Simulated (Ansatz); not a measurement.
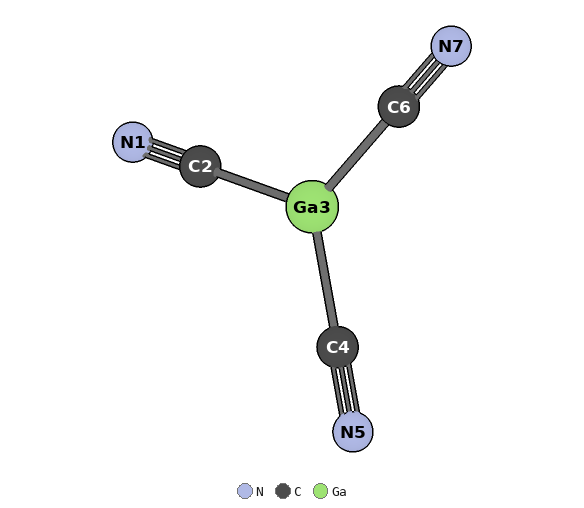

Harmonic vibrations computed with RKS PBE0-D4/def2-TZVP (Ansatz 0.2.0) at a stationary point of the same level.

**Minimum or transition state?**

A minimum: no imaginary frequency, and the lowest mode lies at 78 cm⁻¹.

**List the wavenumbers.**

15 modes: 78, 78, 85, 219, 220, 240, 323, 345, 345, 437, 522, 522, 2329, 2329, 2330 cm⁻¹.
